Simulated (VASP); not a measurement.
# Gap of TiO2 (Anatase), level by level, part 4 of 4

How far up the ladder of functionals must one climb to get the gap of TiO2 (Anatase) right? The start is a cell from a database of measured crystal structures.

VASP 6.6.1, plane waves and PAW; the level of theory is named at each step.

So far, least gap on mesh and path (eV): step 2 (bands, level LDA) 1.98; step 4 (bands, level PBE) 2.09; step 5 (bands, level r2SCAN) 2.52; step 6 (bands, level TB-mBJ) 3.13; step 7 (bands, level TPSS) 2.19.

## Step 10: Bands with r2SCAN0

This step: r2SCAN0; plane waves and PAW (Ti_sv, O) (VASP 6.6.1).

r2SCAN0 replaces a quarter of the r2SCAN exchange by unscreened exact exchange.

Input file INCAR:

```
SYSTEM = TiO2
PREC = Accurate
ENCUT = 520
EDIFF = 1E-06
NELM = 100
ISMEAR = 0
SIGMA = 0.02
LREAL = .FALSE.
ALGO = Normal
LHFCALC = .TRUE.
AEXX = 0.25
METAGGA = R2SCAN
LASPH = .TRUE.
NBANDS = 30
PRECFOCK = Fast
HFRCUT = -1
LORBIT = 11
LWAVE = .FALSE.
LCHARG = .FALSE.
KPAR = 8
```

Input file POSCAR:

```
TiO2
1.0
   -1.8921000000      1.8921000000      4.7573000000
    1.8921000000     -1.8921000000      4.7573000000
    1.8921000000      1.8921000000     -4.7573000000
Ti O
2 4
Direct
    0.0000000000      0.0000000000      0.0000000000
    0.7500000000      0.2500000000      0.5000000000
    0.2081000000      0.2081000000      0.0000000000
    0.9581000000      0.4581000000      0.5000000000
    0.5419000000      0.0419000000      0.5000000000
    0.7919000000      0.7919000000      0.0000000000
```

Input file KPOINTS:

```
Automatic mesh
0
Gamma
5 5 5
0 0 0
```

Input file KPOINTS_OPT:

```
Line mode
6
Line-mode
Reciprocal
  0.00000000   0.00000000   0.00000000 GAMMA
  0.00000000   0.00000000   0.50000000 X

  0.00000000   0.00000000   0.50000000 X
 -0.07909283   0.07909283   0.50000000 Y

 -0.07909283   0.07909283   0.50000000 Y
 -0.28954641   0.28954641   0.28954641 S

 -0.28954641   0.28954641   0.28954641 S
  0.00000000   0.00000000   0.00000000 GAMMA

  0.00000000   0.00000000   0.00000000 GAMMA
  0.50000000   0.50000000  -0.50000000 Z

  0.50000000   0.50000000  -0.50000000 Z
  0.28954641   0.71045359  -0.28954641 S1

  0.28954641   0.71045359  -0.28954641 S1
  0.00000000   0.50000000   0.00000000 N

  0.00000000   0.50000000   0.00000000 N
  0.25000000   0.25000000   0.25000000 P

  0.25000000   0.25000000   0.25000000 P
  0.50000000   0.50000000  -0.07909283 Y1

  0.50000000   0.50000000  -0.07909283 Y1
  0.50000000   0.50000000  -0.50000000 Z

  0.00000000   0.00000000   0.50000000 X
  0.25000000   0.25000000   0.25000000 P
```

PAW data sets: Ti_sv and O (PBE family, release 64).

Run with:

```bash
$ mpirun -np 8 vasp_std
```

Numbers of over 12 decimals in the logs are rounded to 6 here.

What it wrote:

```text
[banner, memory and clock lines left out]
running    8 mpi-ranks, on    1 nodes
[...]
[... a notice as in an earlier step ...]

 [... a notice as in an earlier step ...]

 LDA part: xc-table for (None), standard interpolation
 found WAVECAR, reading the header
 POSCAR, INCAR and KPOINTS ok, starting setup
[...]
HFRCUT set to (new)   12.668058
 reading WAVECAR
 the WAVECAR file was read successfully
 initial charge from wavefunction
 entering main loop
       N       E                     dE             d eps       ncg     rms          rms(c)
DAV:   1    -0.832492893732E+02   -0.83249E+02   -0.46700E+00  1080   0.212E+01    0.507E+00
DAV:   2    -0.829138839047E+02    0.33541E+00   -0.91814E-01  1336   0.134E+01    0.191E+00
DAV:   3    -0.829158621092E+02   -0.19782E-02   -0.43858E-01  1450   0.626E+00    0.119E+00
DAV:   4    -0.829167953387E+02   -0.93323E-03   -0.39030E-02  1250   0.178E+00    0.681E-01
[...]
DAV:  12    -0.829142291938E+02   -0.18455E-05   -0.17482E-06   888   0.974E-03    0.811E-03
DAV:  13    -0.829142302626E+02   -0.10688E-05   -0.43516E-07   594   0.672E-03    0.530E-03
DAV:  14    -0.829142308239E+02   -0.56129E-06   -0.34756E-07   558   0.549E-03
   1 F= -.82914231E+02 E0= -.82914231E+02  d E =-.370609E-17
 Start KPOINTS_OPT (optional k-point list driver)
k-point batch [1-18\66]
       N       E                     dE             ncg
DAV:   1    -0.289438898125E+03   -0.26607E+05     1080
DAV:   2    -0.122679854554E+05   -0.11979E+05     1140
DAV:   3    -0.143265235978E+05   -0.20585E+04     1618
DAV:   4    -0.146683507766E+05   -0.34183E+03     1654
[...]
DAV:   8    -0.146853180355E+05   -0.47225E-03     1436
DAV:   9    -0.146853180509E+05   -0.15337E-04      964
DAV:  10    -0.146853180516E+05   -0.71772E-06      756
[...]
k-point batch [55-66\66]
       N       E                     dE             ncg
DAV:   1     0.104071421281E+05   -0.18940E+05      720
DAV:   2     0.247098218587E+04   -0.79362E+04      762
DAV:   3     0.110941392145E+04   -0.13616E+04     1052
```

Run time: 1.5 h. Hardware: 8 MPI ranks of Intel Xeon Platinum 8559C (Emerald Rapids), shared host; 12 h of CPU time.

The run was cut off at its time limit.

More ranks or a longer limit would be the way on.

## Step 11: Bands with HSEsol

This step: HSEsol; plane waves and PAW (Ti_sv, O) (VASP 6.6.1).

HSEsol is the screened hybrid built on PBEsol.

Changes to INCAR since step 10:

```diff
@@ -11,3 +11,4 @@
 AEXX = 0.25
-METAGGA = R2SCAN
+GGA = PS
+HFSCREEN = 0.2
 LASPH = .TRUE.
@@ -15,3 +16,2 @@
 PRECFOCK = Fast
-HFRCUT = -1
 LORBIT = 11
```

POSCAR is that of step 10.

KPOINTS is that of step 10.

KPOINTS_OPT is that of step 10.

Run with:

```bash
$ mpirun -np 8 vasp_std
```

What it wrote:

```text
[banner, memory and clock lines left out]
running    8 mpi-ranks, on    1 nodes
[...]
[... a notice as in an earlier step ...]

 [... a notice as in an earlier step ...]

 LDA part: xc-table for (Slater+PW92), standard interpolation
 found WAVECAR, reading the header
 POSCAR, INCAR and KPOINTS ok, starting setup
[...]
reading WAVECAR
 the WAVECAR file was read successfully
 initial charge from wavefunction
 entering main loop
       N       E                     dE             d eps       ncg     rms          rms(c)
DAV:   1    -0.685728606562E+02   -0.68573E+02   -0.31679E+00  1080   0.172E+01    0.468E+00
DAV:   2    -0.683653879590E+02    0.20747E+00   -0.52921E-01  1264   0.104E+01    0.183E+00
DAV:   3    -0.683685837806E+02   -0.31958E-02   -0.17611E-01  1482   0.385E+00    0.981E-01
DAV:   4    -0.683615492028E+02    0.70346E-02   -0.36600E-02  1250   0.155E+00    0.452E-01
[...]
DAV:  11    -0.683625131490E+02   -0.25062E-05   -0.18111E-06  1030   0.975E-03    0.115E-02
DAV:  12    -0.683625143615E+02   -0.12124E-05   -0.47704E-07   588   0.667E-03    0.719E-03
DAV:  13    -0.683625149366E+02   -0.57513E-06   -0.30245E-07   558   0.484E-03
   1 F= -.68362515E+02 E0= -.68362515E+02  d E =-.502535E-57
 Start KPOINTS_OPT (optional k-point list driver)
k-point batch [1-18\66]
       N       E                     dE             ncg
DAV:   1    -0.945666569962E+01   -0.26327E+05     1080
DAV:   2    -0.115143823834E+05   -0.11505E+05     1140
```

Run time: 37 min. Hardware: 8 MPI ranks; 5 h of CPU time.

The run was cut off at its time limit.

More ranks or a longer limit would be the way on.

## Step 12: The ladder as a table

This step: ladder of functionals on one cell; plane waves and PAW (VASP 6.6.1).

Derived from the runs above.

A gap of 0 means none; cost is the wall time of each run, as given at its step, times its ranks, without the set-up around it. Results by level, by row:

```
 level  gap (eV)  least direct gap (eV)  pressure (GPa)  cost (core minutes)
   LDA      1.98                  2.334           -5.52                  9.2
PBEsol     2.046                  2.395           -0.38                 10.1
   PBE     2.094                  2.439            5.89                 9.47
r2SCAN     2.521                  2.884            1.76                 30.9
TB-mBJ     3.127                  3.482               -                 19.5
  TPSS     2.194                  2.547            5.72                 35.9
```

## Step 13: Outcome

```yaml
gap_lda: 1.98 eV
gap_pbesol: 2.05 eV
gap_pbe: 2.09 eV
gap_r2scan: 2.52 eV
gap_tb_mbj: 3.13 eV
gap_tpss: 2.19 eV
```

What this shows: For TiO2 (Anatase) the functional decides between a gap of 1.98 eV (LDA) and 3.13 eV (TB-mBJ), while across these levels the cost spans a factor of 3.9. The cheapest level whose gap lies within 0.23 eV of experiment (a bound picked here) is TB-mBJ, at 19 core minutes. In most such crystals zero-point and thermal motion narrow the gap, so the static value to match lies above the measured one, and levels a little over it fare better than the table shows. All levels use one geometry and one mesh, kept coarse to afford the hybrids, so no gap here is fully converged. Costs come from a shared host. Not obtained: HSE06, because the run hit its time limit. Not obtained: r2SCAN0, because the run hit its time limit. Not obtained: HSEsol, because the run hit its time limit. These are single-particle gaps of a static lattice, without excitons or temperature.

Comparison with the measured values:

| quantity | measured | LDA | PBEsol | PBE | r2SCAN | TB-mBJ | TPSS |
| --- | --- | --- | --- | --- | --- | --- | --- |
| band gap (least gap) (eV) | 3.261 | 1.98 (-1.28 eV) | 2.05 (-1.21 eV) | 2.09 (-1.17 eV) | 2.52 (-0.74 eV) | 3.13 (-0.13 eV) | 2.19 (-1.07 eV) |

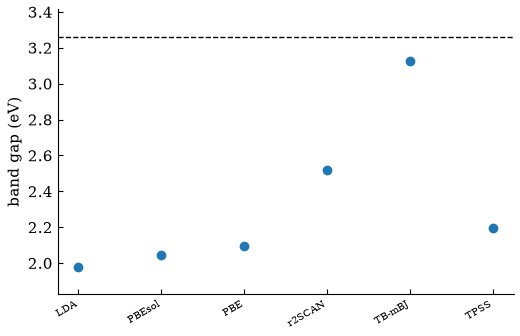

The band gap by level; the dashed line is the measured value.

Measured values from pmc:11477903 (2024).

How well it matches: For the band gap, of the levels listed nearest comes TB-mBJ (-0.13 eV, good agreement) and farthest LDA (-1.28 eV, a clear miss). An optical gap can lie under the band gap by the exciton's binding. Zero-point and thermal motion shift the measured gap. No cell relaxation is part of this session.

[Lines on the potential files, build, host, timing and source positions are cut from VASP's logs without a mark.]

[Logs are printed without paths, hosts, clocks, repeated set-up lines and the standing remarks that a program may print on its own settings, such as how far it seeks lower states.]

[Hosts, paths, dates, database ids (printed as entryN), source tags and the programs' standing remarks are cut or masked in the printed files.]

[Measured values are set beside computed ones only where the two were judged alike; some that the calculation misses by far are left out.]
